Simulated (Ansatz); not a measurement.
**SiO (triplet): PBE, BLYP, r2SCAN, B97M-V, PBE0, B3LYP over vertical spin and charge gaps, def2-QZVPP, part 1 of 2**

How well do these functionals follow the top wave-function level for SiO (triplet) over vertical spin and charge gaps?

Computed with Ansatz 0.2.0, Gaussian basis. Level: def2-QZVPP, all electrons in the functionals.

Plan: PBE, BLYP, r2SCAN, B97M-V, PBE0, B3LYP, at charge 0, triplet; charge 0, singlet; charge 0, quintet; charge 1, doublet; charge 1, quartet.

2 further runs of the same task are left out: 2 set aside as unsound or not needed.

## Step 1: The system

The geometry is a PBE0/def2-TZVP stationary point (not a proven minimum).

2 atoms, charge 0, spin multiplicity 3.

Atoms are counted from 1 here; the program's logs count them from 0.

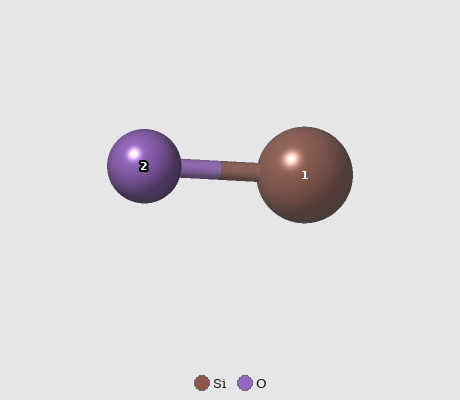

The geometry (silicon brown, oxygen purple); atoms are numbered from 1 in the order of the file.

No dispersion term is added; B97M-V holds VV10 nonlocal correlation. B3LYP takes the VWN-RPA correlation.

The geometry shown and the zero of energy belong to the point charge 0, triplet. The yardstick, UCCSD(T), and other wave-function levels (R restricted, U unrestricted, valence and pair active spaces) come from earlier runs.

## Step 2: PBE, charge 0, triplet

File in.yaml:

```yaml
crystal:
  periodic: [false, false, false]
  atoms:
    - {symbol: Si, position_ang: [0.000000, 0.000000, 0.000000]}
    - {symbol: O, position_ang: [0.000000, 0.000000, 1.723500]}
basis:
  gaussian: {orbitals: "def2-QZVPP.json"}
magnetization: {spin_polarized: true, initial_magnetization: 2}
hamiltonian: {xc: {name: PBE}}
output: {orbitals: {seedname: orbitals}}
```

The run is started by

```console
$ ansatz run in.yaml --threads 1 --pin off --events-out ev --progress --plain --max-ram 2393MiB
```

Standard output, cut to the lines that bear on the results:

```text
Functional definition: PBE
  name "PBE"
  cite "Perdew, Burke & Ernzerhof, Phys. Rev. Lett. 77, 3865 (1996) doi:10.1103/PhysRevLett.77.3865"
  parent pbe
[...]
531 factors; their error is unknown
[...]
mean field -9916.06622359 eV, -364.4087123659 hartree, gradient 2.8e-6 eV, S^2 2.004986; 15 other end points of the search recorded, 0 dependent functions left out
reference -9916.06625703 eV, -364.4087135949 hartree; 12, 10 occupied and 115, 117 virtual orbitals, 531 factors
Total energy: -9916.06625703 eV, -364.4087135949 hartree
```

It took 16 s on 1 thread of Arm Neoverse V1, shared host.

From the report: ⟨S²⟩ of the determinant 2.005 (pure triplet: 2.00).

## Step 3: PBE, charge 0, singlet

Changes to in.yaml since step 2:

```diff
@@ -7,3 +7,3 @@
   gaussian: {orbitals: "def2-QZVPP.json"}
-magnetization: {spin_polarized: true, initial_magnetization: 2}
+magnetization: {spin_polarized: true, initial_magnetization: 0}
 hamiltonian: {xc: {name: PBE}}
```

Same command.

Standard output, cut to the lines that bear on the results:

```text
Functional definition: PBE
  name "PBE"
  cite "Perdew, Burke & Ernzerhof, Phys. Rev. Lett. 77, 3865 (1996) doi:10.1103/PhysRevLett.77.3865"
  parent pbe
[...]
531 factors; their error is unknown
[...]
mean field -9919.47269898 eV, -364.5338980275 hartree, gradient 4.4e-5 eV, S^2 0.000000; 0 other end points of the search recorded, 0 dependent functions left out
reference -9919.47273031 eV, -364.5338991788 hartree; 11, 11 occupied and 116, 116 virtual orbitals, 531 factors
Total energy: -9919.47273031 eV, -364.5338991788 hartree
```

Wall time 2 s (1 thread of Arm Neoverse V1, shared host).

From the report: ⟨S²⟩ of the determinant 0.000 (pure singlet: 0.00).

From charge 0, triplet: -78.6 kcal/mol.

## Step 4: PBE, charge 0, quintet

Changes to in.yaml since step 3:

```diff
@@ -7,3 +7,3 @@
   gaussian: {orbitals: "def2-QZVPP.json"}
-magnetization: {spin_polarized: true, initial_magnetization: 0}
+magnetization: {spin_polarized: true, initial_magnetization: 4}
 hamiltonian: {xc: {name: PBE}}
```

Same command.

Standard output, cut to the lines that bear on the results:

```text
Functional definition: PBE
  name "PBE"
  cite "Perdew, Burke & Ernzerhof, Phys. Rev. Lett. 77, 3865 (1996) doi:10.1103/PhysRevLett.77.3865"
  parent pbe
[...]
531 factors; their error is unknown
[...]
mean field -9912.75969606 eV, -364.2871997204 hartree, gradient 2.6e-5 eV, S^2 6.003504; 4 other end points of the search recorded, 0 dependent functions left out
reference -9912.75973130 eV, -364.2872010155 hartree; 13, 9 occupied and 114, 118 virtual orbitals, 531 factors
Total energy: -9912.75973130 eV, -364.2872010155 hartree
```

It took 5.5 s on 1 thread of Arm Neoverse V1, shared host.

From the report: ⟨S²⟩ of the determinant 6.004 (pure quintet: 6.00).

From charge 0, triplet: +76.3 kcal/mol.

## Step 5: PBE, charge 1, doublet

Changes to in.yaml since step 4:

```diff
@@ -7,3 +7,4 @@
   gaussian: {orbitals: "def2-QZVPP.json"}
-magnetization: {spin_polarized: true, initial_magnetization: 4}
+total_charge: 1
+magnetization: {spin_polarized: true, initial_magnetization: 1}
 hamiltonian: {xc: {name: PBE}}
```

The command is unchanged.

Standard output, cut to the lines that bear on the results:

```text
Functional definition: PBE
  name "PBE"
  cite "Perdew, Burke & Ernzerhof, Phys. Rev. Lett. 77, 3865 (1996) doi:10.1103/PhysRevLett.77.3865"
  parent pbe
[...]
531 factors; their error is unknown
[...]
mean field -9908.35395110 eV, -364.1252915793 hartree, gradient 8.5e-6 eV, S^2 0.761212; 9 other end points of the search recorded, 0 dependent functions left out
reference -9908.35398113 eV, -364.1252926829 hartree; 11, 10 occupied and 116, 117 virtual orbitals, 531 factors
Total energy: -9908.35398113 eV, -364.1252926829 hartree
```

Run time: 14 s. Hardware: 1 thread of Arm Neoverse V1, shared host.

From the report: ⟨S²⟩ of the determinant 0.761 (pure doublet: 0.75).

From charge 0, triplet: +177.8 kcal/mol.

## Step 6: PBE, charge 1, quartet

Changes to in.yaml since step 5:

```diff
@@ -8,3 +8,3 @@
 total_charge: 1
-magnetization: {spin_polarized: true, initial_magnetization: 1}
+magnetization: {spin_polarized: true, initial_magnetization: 3}
 hamiltonian: {xc: {name: PBE}}
```

Same command.

Standard output, cut to the lines that bear on the results:

```text
Functional definition: PBE
  name "PBE"
  cite "Perdew, Burke & Ernzerhof, Phys. Rev. Lett. 77, 3865 (1996) doi:10.1103/PhysRevLett.77.3865"
  parent pbe
[...]
531 factors; their error is unknown
[...]
mean field -9904.76434730 eV, -363.9933760730 hartree, gradient 2.9e-5 eV, S^2 3.755085; 10 other end points of the search recorded, 0 dependent functions left out
reference -9904.76438626 eV, -363.9933775048 hartree; 12, 9 occupied and 115, 118 virtual orbitals, 531 factors
Total energy: -9904.76438626 eV, -363.9933775048 hartree
```

It took 13 s on 1 thread of Arm Neoverse V1, shared host.

From the report: ⟨S²⟩ of the determinant 3.755 (pure quartet: 3.75).

From charge 0, triplet: +260.6 kcal/mol.

## Step 7: BLYP, charge 0, triplet

File in.yaml:

```yaml
crystal:
  periodic: [false, false, false]
  atoms:
    - {symbol: Si, position_ang: [0.000000, 0.000000, 0.000000]}
    - {symbol: O, position_ang: [0.000000, 0.000000, 1.723500]}
basis:
  gaussian: {orbitals: "def2-QZVPP.json"}
magnetization: {spin_polarized: true, initial_magnetization: 2}
hamiltonian: {xc: {name: BLYP}}
```

Launched as before.

Standard output, cut to the lines that bear on the results:

```text
Functional definition: BLYP
  name "BLYP"
  cite "Becke, Phys. Rev. A 38, 3098 (1988) doi:10.1103/PhysRevA.38.3098"
  cite "Lee, Yang & Parr, Phys. Rev. B 37, 785 (1988) doi:10.1103/PhysRevB.37.785"
[...]
531 factors; their error is unknown
[...]
mean field -9922.29657998 eV, -364.6376737402 hartree, gradient 9.4e-6 eV, S^2 2.004830; 16 other end points of the search recorded, 0 dependent functions left out
reference -9922.29681781 eV, -364.6376824802 hartree; 12, 10 occupied and 115, 117 virtual orbitals, 531 factors
Total energy: -9922.29681781 eV, -364.6376824802 hartree
```

It took 15 s on 1 thread of Arm Neoverse V1, shared host.

From the report: ⟨S²⟩ of the determinant 2.005 (pure triplet: 2.00).

## Step 8: BLYP, charge 0, singlet

Changes to in.yaml since step 7:

```diff
@@ -7,3 +7,3 @@
   gaussian: {orbitals: "def2-QZVPP.json"}
-magnetization: {spin_polarized: true, initial_magnetization: 2}
+magnetization: {spin_polarized: true, initial_magnetization: 0}
 hamiltonian: {xc: {name: BLYP}}
```

The command is unchanged.

Standard output, cut to the lines that bear on the results:

```text
Functional definition: BLYP
  name "BLYP"
  cite "Becke, Phys. Rev. A 38, 3098 (1988) doi:10.1103/PhysRevA.38.3098"
  cite "Lee, Yang & Parr, Phys. Rev. B 37, 785 (1988) doi:10.1103/PhysRevB.37.785"
[...]
531 factors; their error is unknown
[...]
mean field -9925.75924416 eV, -364.7649243017 hartree, gradient 5.2e-5 eV, S^2 0.000000; 0 other end points of the search recorded, 0 dependent functions left out
reference -9925.75948576 eV, -364.7649331802 hartree; 11, 11 occupied and 116, 116 virtual orbitals, 531 factors
Total energy: -9925.75948576 eV, -364.7649331802 hartree
```

It took 2 s on 1 thread of Arm Neoverse V1, shared host.

From the report: ⟨S²⟩ of the determinant 0.000 (pure singlet: 0.00).

From charge 0, triplet: -79.9 kcal/mol.

## Step 9: BLYP, charge 0, quintet

Changes to in.yaml since step 8:

```diff
@@ -7,3 +7,3 @@
   gaussian: {orbitals: "def2-QZVPP.json"}
-magnetization: {spin_polarized: true, initial_magnetization: 0}
+magnetization: {spin_polarized: true, initial_magnetization: 4}
 hamiltonian: {xc: {name: BLYP}}
```

Launched as before.

Standard output, cut to the lines that bear on the results:

```text
Functional definition: BLYP
  name "BLYP"
  cite "Becke, Phys. Rev. A 38, 3098 (1988) doi:10.1103/PhysRevA.38.3098"
  cite "Lee, Yang & Parr, Phys. Rev. B 37, 785 (1988) doi:10.1103/PhysRevB.37.785"
[...]
531 factors; their error is unknown
[...]
mean field -9918.68998309 eV, -364.5051337492 hartree, gradient 5.6e-5 eV, S^2 6.003987; 4 other end points of the search recorded, 0 dependent functions left out
reference -9918.69021821 eV, -364.5051423897 hartree; 13, 9 occupied and 114, 118 virtual orbitals, 531 factors
Total energy: -9918.69021821 eV, -364.5051423897 hartree
```

Run time: 5 s. Hardware: 1 thread of Arm Neoverse V1, shared host.

From the report: ⟨S²⟩ of the determinant 6.004 (pure quintet: 6.00).

From charge 0, triplet: +83.2 kcal/mol.

## Step 10: BLYP, charge 1, doublet

Changes to in.yaml since step 9:

```diff
@@ -7,3 +7,4 @@
   gaussian: {orbitals: "def2-QZVPP.json"}
-magnetization: {spin_polarized: true, initial_magnetization: 4}
+total_charge: 1
+magnetization: {spin_polarized: true, initial_magnetization: 1}
 hamiltonian: {xc: {name: BLYP}}
```

Launched as before.

Standard output, cut to the lines that bear on the results:

```text
Functional definition: BLYP
  name "BLYP"
  cite "Becke, Phys. Rev. A 38, 3098 (1988) doi:10.1103/PhysRevA.38.3098"
  cite "Lee, Yang & Parr, Phys. Rev. B 37, 785 (1988) doi:10.1103/PhysRevB.37.785"
[...]
531 factors; their error is unknown
[...]
mean field -9914.78378013 eV, -364.3615834381 hartree, gradient 9.3e-6 eV, S^2 0.759140; 11 other end points of the search recorded, 0 dependent functions left out
reference -9914.78401742 eV, -364.3615921581 hartree; 11, 10 occupied and 116, 117 virtual orbitals, 531 factors
Total energy: -9914.78401742 eV, -364.3615921581 hartree
```

Run time: 14 s. Hardware: 1 thread of Arm Neoverse V1, shared host.

From the report: ⟨S²⟩ of the determinant 0.759 (pure doublet: 0.75).

From charge 0, triplet: +173.2 kcal/mol.

## Step 11: BLYP, charge 1, quartet

Changes to in.yaml since step 10:

```diff
@@ -8,3 +8,3 @@
 total_charge: 1
-magnetization: {spin_polarized: true, initial_magnetization: 1}
+magnetization: {spin_polarized: true, initial_magnetization: 3}
 hamiltonian: {xc: {name: BLYP}}
```

Same command.

Standard output, cut to the lines that bear on the results:

```text
Functional definition: BLYP
  name "BLYP"
  cite "Becke, Phys. Rev. A 38, 3098 (1988) doi:10.1103/PhysRevA.38.3098"
  cite "Lee, Yang & Parr, Phys. Rev. B 37, 785 (1988) doi:10.1103/PhysRevB.37.785"
[...]
531 factors; their error is unknown
[...]
mean field -9911.00436500 eV, -364.2226924936 hartree, gradient 2.9e-5 eV, S^2 3.755375; 11 other end points of the search recorded, 0 dependent functions left out
reference -9911.00461202 eV, -364.2227015717 hartree; 12, 9 occupied and 115, 118 virtual orbitals, 531 factors
Total energy: -9911.00461202 eV, -364.2227015717 hartree
```

Run time: 14 s. Hardware: 1 thread of Arm Neoverse V1, shared host.

From the report: ⟨S²⟩ of the determinant 3.755 (pure quartet: 3.75).

From charge 0, triplet: +260.4 kcal/mol.

## Step 12: r2SCAN, charge 0, triplet

File in.yaml:

```yaml
crystal:
  periodic: [false, false, false]
  atoms:
    - {symbol: Si, position_ang: [0.000000, 0.000000, 0.000000]}
    - {symbol: O, position_ang: [0.000000, 0.000000, 1.723500]}
basis:
  gaussian: {orbitals: "def2-QZVPP.json"}
magnetization: {spin_polarized: true, initial_magnetization: 2}
hamiltonian: {xc: {name: r2SCAN}}
```

Launched as before.

Standard output, cut to the lines that bear on the results:

```text
Functional definition: r2SCAN
  name "r2SCAN"
  cite "Furness, Kaplan, Ning, Perdew & Sun, J. Phys. Chem. Lett. 11, 8208 (2020) doi:10.1021/acs.jpclett.0c02405"
  cite "Furness, Kaplan, Ning, Perdew & Sun, J. Phys. Chem. Lett. 11, 9248 (2020) doi:10.1021/acs.jpclett.0c03077"
  parent r2scan
[...]
531 factors; their error is unknown
[...]
mean field -9920.36493657 eV, -364.5666871540 hartree, gradient 7.5e-7 eV, S^2 2.020755; 10 other end points of the search recorded, 0 dependent functions left out
reference -9920.36495040 eV, -364.5666876622 hartree; 12, 10 occupied and 115, 117 virtual orbitals, 531 factors
Total energy: -9920.36495040 eV, -364.5666876622 hartree
```

It took 27 s on 1 thread of Arm Neoverse V1, shared host.

From the report: ⟨S²⟩ of the determinant 2.021 (pure triplet: 2.00).

## Step 13: r2SCAN, charge 0, singlet

Changes to in.yaml since step 12:

```diff
@@ -7,3 +7,3 @@
   gaussian: {orbitals: "def2-QZVPP.json"}
-magnetization: {spin_polarized: true, initial_magnetization: 2}
+magnetization: {spin_polarized: true, initial_magnetization: 0}
 hamiltonian: {xc: {name: r2SCAN}}
```

The command is unchanged.

Standard output, cut to the lines that bear on the results:

```text
Functional definition: r2SCAN
  name "r2SCAN"
  cite "Furness, Kaplan, Ning, Perdew & Sun, J. Phys. Chem. Lett. 11, 8208 (2020) doi:10.1021/acs.jpclett.0c02405"
  cite "Furness, Kaplan, Ning, Perdew & Sun, J. Phys. Chem. Lett. 11, 9248 (2020) doi:10.1021/acs.jpclett.0c03077"
  parent r2scan
[...]
531 factors; their error is unknown
[...]
mean field -9923.45756185 eV, -364.6803390369 hartree, gradient 1.3e-5 eV, S^2 0.000000; 1 other end points of the search recorded, 0 dependent functions left out
reference -9923.45757450 eV, -364.6803395019 hartree; 11, 11 occupied and 116, 116 virtual orbitals, 531 factors
Total energy: -9923.45757450 eV, -364.6803395019 hartree
```

It took 5 s on 1 thread of Arm Neoverse V1, shared host.

From the report: ⟨S²⟩ of the determinant 0.000 (pure singlet: 0.00).

From charge 0, triplet: -71.3 kcal/mol.

## Step 14: r2SCAN, charge 0, quintet

Changes to in.yaml since step 13:

```diff
@@ -7,3 +7,3 @@
   gaussian: {orbitals: "def2-QZVPP.json"}
-magnetization: {spin_polarized: true, initial_magnetization: 0}
+magnetization: {spin_polarized: true, initial_magnetization: 4}
 hamiltonian: {xc: {name: r2SCAN}}
```

The command is unchanged.

Standard output, cut to the lines that bear on the results:

```text
Functional definition: r2SCAN
  name "r2SCAN"
  cite "Furness, Kaplan, Ning, Perdew & Sun, J. Phys. Chem. Lett. 11, 8208 (2020) doi:10.1021/acs.jpclett.0c02405"
  cite "Furness, Kaplan, Ning, Perdew & Sun, J. Phys. Chem. Lett. 11, 9248 (2020) doi:10.1021/acs.jpclett.0c03077"
  parent r2scan
[...]
531 factors; their error is unknown
[...]
mean field -9917.42234474 eV, -364.4585488990 hartree, gradient 7.9e-5 eV, S^2 6.007783; 0 other end points of the search recorded, 0 dependent functions left out
reference -9917.42235970 eV, -364.4585494486 hartree; 13, 9 occupied and 114, 118 virtual orbitals, 531 factors
Total energy: -9917.42235970 eV, -364.4585494486 hartree
```

Wall time 5 s (1 thread of Arm Neoverse V1, shared host).

From the report: ⟨S²⟩ of the determinant 6.008 (pure quintet: 6.00).

From charge 0, triplet: +67.9 kcal/mol.

## Step 15: r2SCAN, charge 1, doublet

Changes to in.yaml since step 14:

```diff
@@ -7,3 +7,4 @@
   gaussian: {orbitals: "def2-QZVPP.json"}
-magnetization: {spin_polarized: true, initial_magnetization: 4}
+total_charge: 1
+magnetization: {spin_polarized: true, initial_magnetization: 1}
 hamiltonian: {xc: {name: r2SCAN}}
```

Launched as before.

Standard output, cut to the lines that bear on the results:

```text
Functional definition: r2SCAN
  name "r2SCAN"
  cite "Furness, Kaplan, Ning, Perdew & Sun, J. Phys. Chem. Lett. 11, 8208 (2020) doi:10.1021/acs.jpclett.0c02405"
  cite "Furness, Kaplan, Ning, Perdew & Sun, J. Phys. Chem. Lett. 11, 9248 (2020) doi:10.1021/acs.jpclett.0c03077"
  parent r2scan
[...]
531 factors; their error is unknown
[...]
mean field -9912.55508523 eV, -364.2796804110 hartree, gradient 9.1e-6 eV, S^2 0.757460; 7 other end points of the search recorded, 0 dependent functions left out
reference -9912.55509567 eV, -364.2796807947 hartree; 11, 10 occupied and 116, 117 virtual orbitals, 531 factors
Total energy: -9912.55509567 eV, -364.2796807947 hartree
```

It took 22 s on 1 thread of Arm Neoverse V1, shared host.

From the report: ⟨S²⟩ of the determinant 0.757 (pure doublet: 0.75).

From charge 0, triplet: +180.1 kcal/mol.

## Step 16: r2SCAN, charge 1, quartet

Changes to in.yaml since step 15:

```diff
@@ -8,3 +8,3 @@
 total_charge: 1
-magnetization: {spin_polarized: true, initial_magnetization: 1}
+magnetization: {spin_polarized: true, initial_magnetization: 3}
 hamiltonian: {xc: {name: r2SCAN}}
```

Same command.

Standard output, cut to the lines that bear on the results:

```text
Functional definition: r2SCAN
  name "r2SCAN"
  cite "Furness, Kaplan, Ning, Perdew & Sun, J. Phys. Chem. Lett. 11, 8208 (2020) doi:10.1021/acs.jpclett.0c02405"
  cite "Furness, Kaplan, Ning, Perdew & Sun, J. Phys. Chem. Lett. 11, 9248 (2020) doi:10.1021/acs.jpclett.0c03077"
  parent r2scan
[...]
531 factors; their error is unknown
[...]
mean field -9909.20400102 eV, -364.1565303378 hartree, gradient 1.5e-5 eV, S^2 3.761676; 7 other end points of the search recorded, 0 dependent functions left out
reference -9909.20401483 eV, -364.1565308454 hartree; 12, 9 occupied and 115, 118 virtual orbitals, 531 factors
Total energy: -9909.20401483 eV, -364.1565308454 hartree
```

Run time: 24 s. Hardware: 1 thread of Arm Neoverse V1, shared host.

From the report: ⟨S²⟩ of the determinant 3.762 (pure quartet: 3.75).

From charge 0, triplet: +257.4 kcal/mol.

## Step 17: B97M-V, charge 0, triplet

File in.yaml:

```yaml
crystal:
  periodic: [false, false, false]
  atoms:
    - {symbol: Si, position_ang: [0.000000, 0.000000, 0.000000]}
    - {symbol: O, position_ang: [0.000000, 0.000000, 1.723500]}
basis:
  gaussian: {orbitals: "def2-QZVPP.json"}
magnetization: {spin_polarized: true, initial_magnetization: 2}
hamiltonian: {xc: {name: B97M-V}}
```

Same command.

Standard output, cut to the lines that bear on the results:

```text
Functional definition: B97M-V
  name "B97M-V"
  cite "Mardirossian & Head-Gordon, J. Chem. Phys. 142, 074111 (2015) doi:10.1063/1.4907719"
  cite "Becke, J. Chem. Phys. 107, 8554 (1997) doi:10.1063/1.475007"
  cite "Vydrov & Van Voorhis, J. Chem. Phys. 133, 244103 (2010) doi:10.1063/1.3521275"
  # Of w^i u^j: cxij and so on, Table III.
[...]
  gx(w, u) = cx00 + cx01*u + cx02*u^2 + (cx10 + cx11*u)*w
[...]
  gos(w, u) = cos00 + cos01*u + cos03*u^3 + cos10*w + cos32*w^3*u^2
[...]
      + integral(e_c_pw_mod_opposite_spin*gos(b97_w_opposite, b97_u_opposite)) + vv10(b, c)
531 factors; their error is unknown
[...]
mean field -9919.32720511 eV, -364.5285512264 hartree, gradient 7.7e-6 eV, S^2 2.011039; 12 other end points of the search recorded, 0 dependent functions left out
reference -9919.32725403 eV, -364.5285530239 hartree; 12, 10 occupied and 115, 117 virtual orbitals, 531 factors
Total energy: -9919.32725403 eV, -364.5285530239 hartree
```

Wall time 51 s (1 thread of Arm Neoverse V1, shared host); peak memory 0.28 GiB.

From the report: ⟨S²⟩ of the determinant 2.011 (pure triplet: 2.00).

## Step 18: B97M-V, charge 0, singlet

Changes to in.yaml since step 17:

```diff
@@ -7,3 +7,3 @@
   gaussian: {orbitals: "def2-QZVPP.json"}
-magnetization: {spin_polarized: true, initial_magnetization: 2}
+magnetization: {spin_polarized: true, initial_magnetization: 0}
 hamiltonian: {xc: {name: B97M-V}}
```

Launched as before.

Standard output, cut to the lines that bear on the results:

```text
Functional definition: B97M-V
  name "B97M-V"
  cite "Mardirossian & Head-Gordon, J. Chem. Phys. 142, 074111 (2015) doi:10.1063/1.4907719"
  cite "Becke, J. Chem. Phys. 107, 8554 (1997) doi:10.1063/1.475007"
  cite "Vydrov & Van Voorhis, J. Chem. Phys. 133, 244103 (2010) doi:10.1063/1.3521275"
  # Of w^i u^j: cxij and so on, Table III.
[...]
  gx(w, u) = cx00 + cx01*u + cx02*u^2 + (cx10 + cx11*u)*w
[...]
  gos(w, u) = cos00 + cos01*u + cos03*u^3 + cos10*w + cos32*w^3*u^2
[...]
      + integral(e_c_pw_mod_opposite_spin*gos(b97_w_opposite, b97_u_opposite)) + vv10(b, c)
531 factors; their error is unknown
[...]
mean field -9922.43586463 eV, -364.6427923565 hartree, gradient 3.1e-5 eV, S^2 0.000000; 1 other end points of the search recorded, 0 dependent functions left out
reference -9922.43590980 eV, -364.6427940165 hartree; 11, 11 occupied and 116, 116 virtual orbitals, 531 factors
Total energy: -9922.43590980 eV, -364.6427940165 hartree
```

Wall time 6.5 s (1 thread of Arm Neoverse V1, shared host).

From the report: ⟨S²⟩ of the determinant 0.000 (pure singlet: 0.00).

From charge 0, triplet: -71.7 kcal/mol.

(Continued in part 2 of 2.)
